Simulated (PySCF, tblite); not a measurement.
# C₈H₁₆Si: geometry, infrared bands, NMR shifts and electronic excitations, part 2 of 2

tblite 0.8.0 and PySCF 2.14.0. Atoms count from 0.

## 5. Nuclear shieldings: PBE0/pcSseg-1

Job settings and geometry (Å):

```
{"job": {"kind": "nmr", "xc": "PBE0", "basis": "pcSseg-1"}, "charge": 0, "multiplicity": 1}
C      2.017803    -0.367245     1.542491
C      1.566062     0.056158     0.353718
C      2.471449     0.828841    -0.566195
C      0.166299    -0.208331    -0.153624
C      0.214488    -0.980365    -1.483812
C     -0.750369    -0.946438     0.843882
C     -2.219409    -0.731616     0.473959
C     -2.464538     0.778358     0.323019
Si    -0.837512     1.420881    -0.413210
H      1.409263    -0.957008     2.230020
H      3.036340    -0.133236     1.866114
H      1.979115     1.738523    -0.952044
H      3.395099     1.133601    -0.055517
H      2.758683     0.229532    -1.445579
H      0.706623    -1.957154    -1.336935
H     -0.794822    -1.170602    -1.880584
H      0.763972    -0.436755    -2.265587
H     -0.491214    -2.018576     0.896621
H     -0.590332    -0.532352     1.854065
H     -2.447541    -1.244946    -0.475255
H     -2.883368    -1.182699     1.229238
H     -2.602098     1.242710     1.314281
H     -3.361105     1.014714    -0.268906
H     -0.275650     2.584613     0.341503
H     -0.927593     1.800093    -1.859597
```

With the program's defaults for keys left out, this is: GIAO PBE0/pcSseg-1 NMR shielding, non-relativistic, gas phase.

The log of the run:

```text
coarse grid: 20232 points
cycle   1  E = -603.2754907650  dE =  7.812e-01  |g| = 4.950e-01  |ddm| = 4.408e+00
cycle   2  E = -603.2556201999  dE =  1.987e-02  |g| = 5.718e-01  |ddm| = 1.054e+00
cycle   3  E = -603.3431894839  dE = -8.757e-02  |g| = 5.407e-02  |ddm| = 6.226e-01
cycle   4  E = -603.3437135808  dE = -5.241e-04  |g| = 2.978e-02  |ddm| = 9.202e-02
cycle   5  E = -603.3439274517  dE = -2.139e-04  |g| = 6.391e-03  |ddm| = 3.435e-02
cycle   6  E = -603.3439353427  dE = -7.891e-06  |g| = 3.329e-03  |ddm| = 9.973e-03
cycle   7  E = -603.3439381640  dE = -2.821e-06  |g| = 3.599e-04  |ddm| = 3.356e-03
final grid: 187544 points
cycle   8  E = -603.4002974333  dE = -6.407e-05  |g| = 9.757e-03  |ddm| = 4.768e-02
cycle   9  E = -603.4002830578  dE =  1.438e-05  |g| = 1.221e-02  |ddm| = 2.202e-02
cycle  10  E = -603.4003224977  dE = -3.944e-05  |g| = 1.656e-03  |ddm| = 1.345e-02
cycle  11  E = -603.4003231469  dE = -6.493e-07  |g| = 4.129e-04  |ddm| = 1.980e-03
cycle  12  E = -603.4003231856  dE = -3.869e-08  |g| = 1.345e-04  |ddm| = 4.589e-04
cycle  13  E = -603.4003231899  dE = -4.267e-09  |g| = 3.580e-05  |ddm| = 1.663e-04
cycle  14  E = -603.4003231902  dE = -3.067e-10  |g| = 4.090e-06  |ddm| = 3.956e-05
converged SCF energy = -603.4003231902

GIAO shielding tensors (ppm)
atom      isotropic    diamagn.    paramagn.     s11        s22        s33       span
  0 C       71.786     253.028    -181.242    -26.487     91.359    150.486    176.973
  1 C       23.519     259.109    -235.590   -103.532     20.774    153.317    256.849
  2 C      156.968     246.685     -89.717    135.381    152.436    183.087     47.706
  3 C      146.437     251.147    -104.710    122.342    147.344    169.624     47.281
  4 C      160.006     247.558     -87.552    136.914    158.293    184.812     47.899
  5 C      143.119     249.376    -106.257    124.682    151.373    153.301     28.620
  6 C      157.253     248.173     -90.920    134.229    164.764    172.766     38.538
  7 C      175.972     254.873     -78.901    158.612    170.755    198.550     39.938
  8 Si     359.856     881.887    -522.031    310.936    347.328    421.303    110.367
  9 H       26.369      33.390      -7.021     23.297     23.687     32.123      8.826
 10 H       26.305      30.274      -3.968     24.016     24.430     30.470      6.454
 11 H       29.752      30.166      -0.413     24.966     30.355     33.936      8.971
 12 H       29.371      28.978       0.393     25.177     27.786     35.150      9.973
 13 H       28.957      29.328      -0.370     24.445     28.469     33.957      9.512
 14 H       30.735      31.401      -0.666     26.780     27.476     37.950     11.170
 15 H       29.993      31.947      -1.954     25.030     29.636     35.313     10.283
 16 H       29.790      31.993      -2.203     25.343     28.539     35.487     10.144
 17 H       29.958      33.320      -3.362     25.695     28.213     35.966     10.271
 18 H       29.598      34.811      -5.213     24.253     29.773     34.768     10.515
 19 H       29.634      31.866      -2.233     25.392     28.139     35.370      9.978
 20 H       29.311      29.638      -0.327     23.661     27.056     37.216     13.555
 21 H       30.482      30.858      -0.376     26.075     27.275     38.096     12.021
 22 H       30.354      29.490       0.864     25.617     26.752     38.693     13.076
 23 H       27.242      30.447      -3.205     23.400     25.927     32.399      8.999
 24 H       27.135      30.591      -3.455     23.692     25.515     32.200      8.508
```

Run time: 59 s. Hardware: 1 thread of Arm Neoverse V2, shared host; peak memory 1.2 GiB.

The references, computed at this level on geometries of the same kind, shield at (ppm): 1H TMS 31.27, 13C TMS 184.4, 29Si TMS 352.0. Their shielding less the atom's gives the shift. The references are single molecules in the gas phase. Atoms listed in one row are averaged.

```tsv
atoms	environment	σ (ppm)	δ (ppm)	δ scaled to CDCl3
C1	fully substituted alkene carbon	23.5	160.9	155.7
C0	terminal =CH2 carbon	71.8	112.6	108.9
C5	sp3 CH2 in a ring	143.1	41.3	39.6
C3	allylic fully substituted sp3 carbon bonded to Si	146.4	38.0	36.4
C2	allylic methyl carbon	157.0	27.4	26.1
C6	sp3 CH2 in a ring	157.3	27.2	25.9
C4	methyl carbon	160.0	24.4	23.2
C7	sp3 CH2 bonded to Si	176.0	8.4	7.7
H10	hydrogen on a terminal =CH2 carbon	26.31	4.96	4.92
H9	hydrogen on a terminal =CH2 carbon	26.37	4.90	4.86
H24	hydrogen on a silicon bonded to 2 C, in a 5-membered ring	27.14	4.13	–
H23	hydrogen on a silicon bonded to 2 C, in a 5-membered ring	27.24	4.03	–
H20	hydrogen on an sp3 CH2 in a ring	29.31	1.96	2.07
H11, H12, H13	hydrogen on an allylic methyl carbon	29.36	1.91	2.02
H18	hydrogen on an sp3 CH2 in a ring	29.60	1.67	1.80
H19	hydrogen on an sp3 CH2 in a ring	29.63	1.63	1.76
H17	hydrogen on an sp3 CH2 in a ring	29.96	1.31	1.46
H14, H15, H16	hydrogen on a methyl carbon	30.17	1.09	1.25
H22	hydrogen on an sp3 CH2 bonded to Si	30.35	0.91	1.08
H21	hydrogen on an sp3 CH2 bonded to Si	30.48	0.79	0.96
Si8	silicon bonded to 2 C, 2 H, in a 5-membered ring	359.9	-7.9	–
```

The scaled column applies a straight-line fit of computed shieldings to shifts measured in CDCl3 (root-mean-square error 0.21 ppm for H, 2.0 ppm for C).

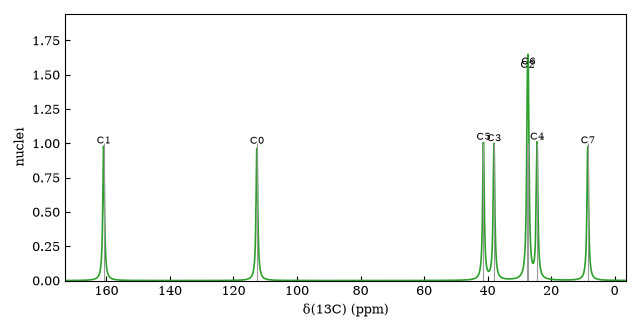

13C lines at the computed shifts, without couplings. Lines are broadened to a width of 0.61 ppm (Lorentzian).

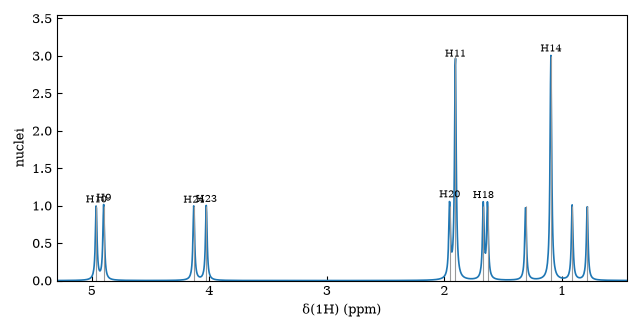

1H lines at the computed shifts, without couplings. Lines are broadened to a width of 0.02 ppm (Lorentzian).

The run also stored atomic charges by several schemes (e):

```tsv
atoms	Mulliken	IAO	Hirshfeld	ESP fit
C0	-0.10	-0.35	-0.12	-0.64
C1	-0.27	0.03	0.01	0.18
C2	-0.18	-0.41	-0.11	-0.48
C3	-0.71	-0.21	-0.06	0.29
C4	-0.15	-0.40	-0.12	-0.54
C5	-0.16	-0.25	-0.07	-0.23
C6	-0.19	-0.24	-0.07	-0.01
C7	-0.53	-0.54	-0.16	-0.33
Si8	0.67	0.71	0.33	0.37
```

Mulliken charges:

C0 -0.10; C1 -0.27; C2 -0.18; C3 -0.71; C4 -0.15; C5 -0.16; C6 -0.19; C7 -0.53; Si8 0.67; H9 0.11; H10 0.10; H11 0.13; H12 0.12; H13 0.13; H14 0.12; H15 0.12; H16 0.12; H17 0.13; H18 0.13; H19 0.12; H20 0.12; H21 0.15; H22 0.15; H23 -0.07; H24 -0.07

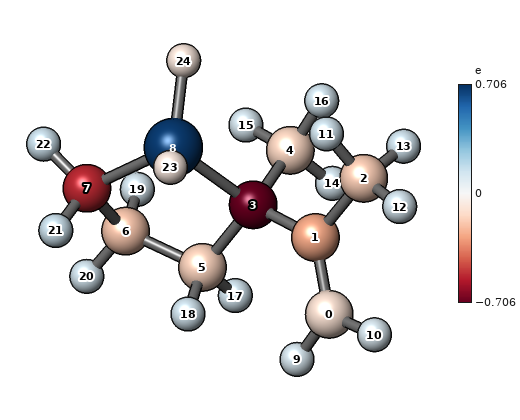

Mulliken charges, as colours on the atoms.

Mayer bond orders: C0–C1 2.00, C1–C2 1.06, C1–C3 0.97, C3–C4 1.01, C3–C5 1.01, C5–C6 1.03, C6–C7 1.02, C7–Si8 0.93, Si8–C3 0.82.

Ring of atoms C3, C5, C6, C7, Si8: NICS(0) -5.2, NICS(1) -3.8, NICS(1)zz -1.7 ppm (means of both faces). The ring holds saturated atoms, so no π current runs round it: these values come from its σ bonds, any local π bonds and neighbouring rings, and say nothing of aromaticity.

Orbitals, density, ELF and potential are computed afterwards from the orbital file.

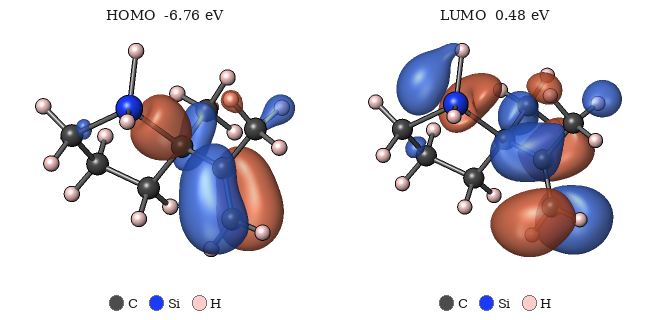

PBE0/pcSseg-1 orbitals near the gap, drawn at the value that encloses 70 % of each; the two colours are the two signs.

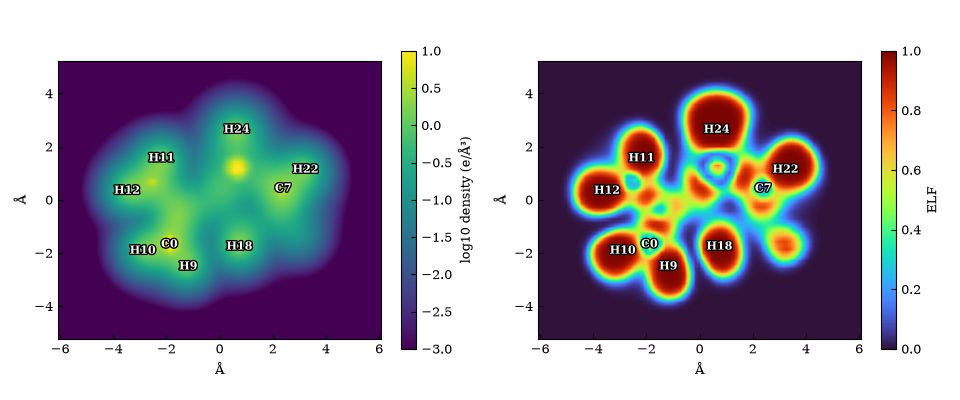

Density (left) and ELF (right) in a plane through or near 9 of the atoms.

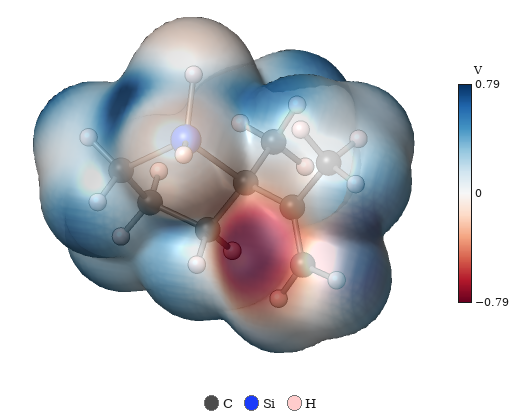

The potential that a unit positive charge feels on the 0.002 e/bohr³ surface, from -0.79 V near C0 to 0.65 V near H15.

## 6. Ultraviolet spectrum: wB97X-D/def2-SVPD

Same as in step 5 but for these lines:

```diff
@@ -1,2 +1,2 @@
-{"job": {"kind": "nmr", "xc": "PBE0", "basis": "pcSseg-1"}, "charge": 0, "multiplicity": 1}
+{"job": {"kind": "uv", "xc": "wB97X-D", "basis": "def2-SVPD", "ip": true}, "charge": 0, "multiplicity": 1}
 C      2.017803    -0.367245     1.542491
```

With the program's defaults for keys left out, this is: TDDFT wB97X-D/def2-SVPD, vertical, gas phase, core orbitals frozen in the response.

The log of the run:

```text
coarse grid: 20232 points
cycle   1  E = -603.4273203383  dE =  1.083e+00  |g| = 3.309e-01  |ddm| = 1.496e+01
cycle   2  E = -603.4500026683  dE = -2.268e-02  |g| = 2.170e-01  |ddm| = 2.062e+00
cycle   3  E = -603.4621426938  dE = -1.214e-02  |g| = 3.987e-02  |ddm| = 6.944e-01
cycle   4  E = -603.4625837677  dE = -4.411e-04  |g| = 1.762e-02  |ddm| = 2.376e-01
cycle   5  E = -603.4626638540  dE = -8.009e-05  |g| = 2.867e-03  |ddm| = 8.137e-02
cycle   6  E = -603.4626665023  dE = -2.648e-06  |g| = 1.398e-03  |ddm| = 1.897e-02
final grid: 187544 points
cycle   7  E = -603.5567426210  dE = -1.510e-04  |g| = 4.057e-03  |ddm| = 4.579e-01
cycle   8  E = -603.5567460768  dE = -3.456e-06  |g| = 2.896e-03  |ddm| = 4.737e-02
cycle   9  E = -603.5567481344  dE = -2.058e-06  |g| = 6.972e-04  |ddm| = 1.233e-02
cycle  10  E = -603.5567482629  dE = -1.286e-07  |g| = 3.301e-04  |ddm| = 4.002e-03
cycle  11  E = -603.5567482907  dE = -2.776e-08  |g| = 5.522e-05  |ddm| = 1.010e-03
cycle  12  E = -603.5567482917  dE = -1.028e-09  |g| = 2.178e-05  |ddm| = 3.768e-04
cycle  13  E = -603.5567482919  dE = -1.671e-10  |g| = 5.657e-06  |ddm| = 1.539e-04
converged SCF energy = -603.5567482919

Static polarisability (au): isotropic 119.529, principal 106.699 121.387 130.501

Singlet excitations
state   eV       nm        f      main configurations
  1   6.7034    185.0   0.24622   H->L 0.70, H->L+1 0.20
  2   6.9386    178.7   0.14837   H->L+2 0.52, H->L+1 0.26, H->L 0.08
  3   7.2153    171.8   0.04629   H->L+1 0.37, H->L+2 0.35
  4   7.6160    162.8   0.03434   H->L+5 0.28, H->L+3 0.28, H->L+4 0.19
  5   7.7599    159.8   0.03941   H-1->L 0.33, H-1->L+1 0.15, H->L+6 0.10
  6   7.8469    158.0   0.00834   H->L+4 0.28, H-1->L+1 0.25, H->L+3 0.10
  7   7.9619    155.7   0.02050   H->L+6 0.35, H->L+3 0.15, H->L+4 0.09
  8   8.0834    153.4   0.00300   H-3->L+1 0.17, H-3->L 0.13
  9   8.1240    152.6   0.02101   H->L+5 0.23, H-1->L 0.11, H-2->L 0.09
 10   8.1731    151.7   0.01735   H-2->L 0.12, H-1->L+2 0.12, H->L+6 0.11

Triplet excitations (Tamm-Dancoff, eV): 4.3805 6.7504 6.9375 7.2045
Vertical ionisation energy (delta-SCF) = 8.5681 eV
```

Wall time 3.8 min (1 thread of Arm Neoverse V2, shared host); peak memory 1.6 GiB.

Frontier orbitals and where they lie:

```tsv
orbital	eV	atoms
HOMO−3	-10.88	C3 14 %, C5 12 %, Si8 11 %
HOMO−2	-10.37	Si8 22 %, C7 19 %, C6 12 %
HOMO−1	-9.92	C3 18 %, Si8 13 %, C7 13 %
HOMO	-8.57	C0 32 %, C1 25 %, C3 12 %
LUMO	2.06	Si8 15 %, C0 11 %, C1 10 %
LUMO+1	2.21	Si8 23 %, C0 15 %, C1 13 %
LUMO+2	2.41	C2 13 %, Si8 11 %, C0 11 %
```

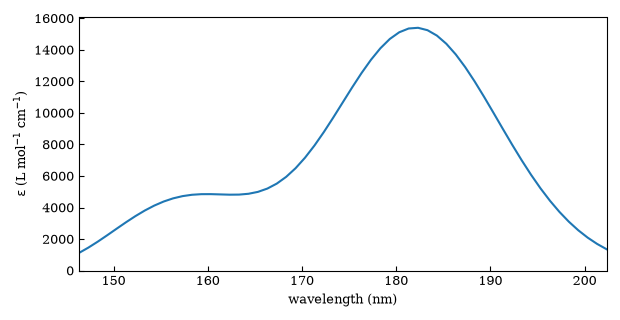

Absorption spectrum: each of the 10 states is a Gaussian band of 0.4 eV half-width at 1/e. Beyond the last state computed it falls off for lack of states.

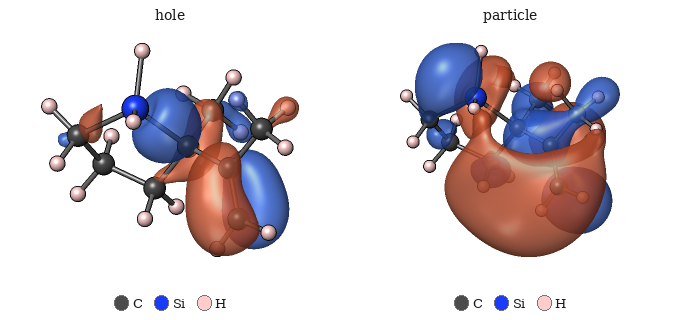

Leading natural transition orbitals of singlet state 1: the electron leaves the hole (left) for the particle orbital (right).

Ground-state properties from the same run:

```tsv
property	computed
dipole moment (D)	0.66
polarisability (Å³)	17.71
HOMO–LUMO gap (eV)	10.63
−ε(HOMO) (eV)	8.57
```

## 7. NMR shieldings: KT2/pcSseg-1

Same as in step 6 but for these lines:

```diff
@@ -1,2 +1,2 @@
-{"job": {"kind": "uv", "xc": "wB97X-D", "basis": "def2-SVPD", "ip": true}, "charge": 0, "multiplicity": 1}
+{"job": {"kind": "nmr", "xc": "KT2", "basis": "pcSseg-1", "pop": false}, "charge": 0, "multiplicity": 1}
 C      2.017803    -0.367245     1.542491
```

Method: GIAO KT2/pcSseg-1 NMR shielding, non-relativistic, gas phase.

The log of the run:

```text
coarse grid: 20232 points
cycle   1  E = -611.8707053648  dE =  5.695e-01  |g| = 6.535e-01  |ddm| = 4.490e+00
cycle   2  E = -611.6924992382  dE =  1.782e-01  |g| = 1.026e+00  |ddm| = 1.826e+00
cycle   3  E = -611.9917450983  dE = -2.992e-01  |g| = 1.306e-01  |ddm| = 1.311e+00
cycle   4  E = -611.9955693086  dE = -3.824e-03  |g| = 5.633e-02  |ddm| = 2.241e-01
cycle   5  E = -611.9962781507  dE = -7.088e-04  |g| = 2.234e-02  |ddm| = 7.444e-02
cycle   6  E = -611.9964069824  dE = -1.288e-04  |g| = 8.075e-03  |ddm| = 3.233e-02
cycle   7  E = -611.9964240097  dE = -1.703e-05  |g| = 1.162e-03  |ddm| = 8.222e-03
cycle   8  E = -611.9964243597  dE = -3.500e-07  |g| = 3.745e-04  |ddm| = 1.954e-03
final grid: 187544 points
cycle   9  E = -612.0211098849  dE = -2.973e-04  |g| = 2.073e-02  |ddm| = 8.009e-02
cycle  10  E = -612.0209401820  dE =  1.697e-04  |g| = 3.118e-02  |ddm| = 5.182e-02
cycle  11  E = -612.0211970830  dE = -2.569e-04  |g| = 5.723e-03  |ddm| = 3.982e-02
cycle  12  E = -612.0212042070  dE = -7.124e-06  |g| = 2.382e-03  |ddm| = 8.413e-03
cycle  13  E = -612.0212057378  dE = -1.531e-06  |g| = 5.193e-04  |ddm| = 2.808e-03
cycle  14  E = -612.0212058097  dE = -7.185e-08  |g| = 1.068e-04  |ddm| = 6.571e-04
cycle  15  E = -612.0212058123  dE = -2.667e-09  |g| = 2.475e-05  |ddm| = 1.424e-04
cycle  16  E = -612.0212058125  dE = -1.658e-10  |g| = 8.044e-06  |ddm| = 4.309e-05
converged SCF energy = -612.0212058125

GIAO shielding tensors (ppm)
atom      isotropic    diamagn.    paramagn.     s11        s22        s33       span
  0 C       80.486     253.469    -172.983     -4.046     96.666    148.838    152.884
  1 C       31.800     259.343    -227.543    -80.890     27.593    148.698    229.589
  2 C      155.073     248.730     -93.657    132.269    150.930    182.020     49.752
  3 C      141.382     252.450    -111.068    117.207    143.266    163.674     46.467
  4 C      157.797     248.965     -91.168    132.941    156.042    184.407     51.466
  5 C      140.568     251.246    -110.678    122.489    148.350    150.866     28.378
  6 C      154.057     250.014     -95.957    130.119    161.787    170.266     40.147
  7 C      173.177     255.624     -82.447    155.038    167.518    196.975     41.937
  8 Si     374.195     885.616    -511.421    326.220    361.386    434.980    108.760
  9 H       26.442      33.851      -7.409     23.326     24.163     31.836      8.511
 10 H       26.423      30.000      -3.577     24.309     24.598     30.362      6.053
 11 H       29.574      30.864      -1.291     24.990     30.097     33.633      8.643
 12 H       29.311      28.802       0.509     25.379     27.771     34.783      9.404
 13 H       28.734      29.649      -0.915     24.401     28.215     33.585      9.184
 14 H       30.627      31.719      -1.092     26.831     27.450     37.598     10.767
 15 H       29.825      32.304      -2.479     25.094     29.430     34.950      9.856
 16 H       29.588      32.343      -2.755     25.372     28.450     34.941      9.569
 17 H       29.770      33.580      -3.810     25.698     28.180     35.433      9.735
 18 H       29.422      35.293      -5.871     24.197     29.683     34.386     10.190
 19 H       29.443      32.215      -2.772     25.327     28.014     34.989      9.662
 20 H       29.067      29.409      -0.341     23.546     27.038     36.618     13.073
 21 H       30.286      31.048      -0.762     25.881     27.323     37.655     11.773
 22 H       30.088      29.463       0.625     25.438     26.739     38.086     12.648
 23 H       27.056      30.805      -3.749     23.297     25.773     32.099      8.802
 24 H       26.964      30.930      -3.965     23.609     25.391     31.893      8.284
```

Wall time 68 s (1 thread of Arm Neoverse V2, shared host); peak memory 0.99 GiB.

Key values: δ C1 151.4, C0 102.7, C5 42.7, C3 41.8, H10 4.76, H9 4.74 ppm.

## 8. Run by run: NMR shifts

Shifts (ppm) of some atoms, chosen among heavy atoms and hydrogens apart, with basis size and wall time:

```tsv
run	C1	C0	C3	C6	H10	H22	Si8	functions	time
PBE0/pcSseg-1	160.9	112.6	38.0	27.2	4.96	0.91	-7.9	240	59 s
KT2/pcSseg-1	151.4	102.7	41.8	29.2	4.76	1.09	-13.1	240	68 s
```

## 9. What came out

The summary covers parts 1 to 2.

| quantity | value |
| --- | --- |
| strongest single infrared mode (GFN2-xTB) | 2235 cm⁻¹, 410 km/mol |
| zero-point energy (GFN2-xTB) | 134.8 kcal/mol |
| point group | C1 |
| rotational constants (main isotopes) | 2.09, 1.07, 0.96 GHz |
| 13C shifts against TMS (PBE0/pcSseg-1) | 160.9, 112.6, 41.3, 38.0, 27.4, 27.2, 24.4, 8.4 ppm |
| 1H shifts against TMS (PBE0/pcSseg-1, means over atoms taken as alike) | 4.96, 4.90, 4.13, 4.03, 1.96, 1.91, 1.67, 1.63, 1.31, 1.09, 0.91, 0.79 ppm |
| 29Si shifts against TMS (PBE0/pcSseg-1) | -7.9 ppm |
| potential on the surface of density 0.002 e/bohr³, 1st and 99th percentile | -0.79 V and 0.65 V |
| lowest singlet (wB97X-D/def2-SVPD) | 6.70 eV (185 nm), f = 0.246 |
| lowest triplet | 4.38 eV |
| vertical ionisation energy (ΔSCF) | 8.57 eV |
| range of the shift of C0 | 102.7 to 112.6 ppm |

The optimisation took 145 steps and gained 0.496 eV; among the close pairs (by a distance rule), C3–Si8 changed most, from 1.855 to 1.928 Å (GFN2-xTB). No mode is imaginary among the 69: a minimum at this level. The strongest single mode, at 2235 cm⁻¹, moves mainly H24. GFN2-xTB is a fitted tight-binding method: band positions and strengths are rough. Its intensities can rank the bands wrongly. The start of the PBE0/def2-SVP relaxation was shaken at random by about 0.01 Å, so part of the energy gained, and of the first lengths quoted, undoes that. The optimisation took 7 steps and gained 0.222 eV; among the close pairs (by a distance rule), Si8–H23 changed most, from 1.449 to 1.497 Å (PBE0/def2-SVP). No frequency check was run at this level, so the end point may be a saddle. C1 (fully substituted alkene carbon) lies farthest downfield among carbon, at 160.9 ppm; as expected for a trigonal carbon in a double bond. At PBE0/pcSseg-1: Shielding is most anisotropic at C1 (span 257 ppm, paramagnetic term -236 ppm). The first singlet state (HOMO→LUMO 0.70, HOMO→LUMO+1 0.20) lies at 6.70 eV and is bright. The lowest triplet lies 2.32 eV below the lowest singlet (triplets in Tamm-Dancoff, singlets in full TDDFT). At wB97X-D/def2-SVPD, the highest states lie near or above the ionisation energy, where they hang on the basis. ΔSCF puts the ionisation energy at 8.57 eV, 0.01 eV below −ε(HOMO). Across the 2 runs the shift of C0 moves most, between 102.7 (KT2/pcSseg-1) and 112.6 ppm (PBE0/pcSseg-1). These values are for one conformer; the search (at its own cheap level) found 2 more, at 0.21, 1.36 kcal/mol, and measured spectra average over such forms.
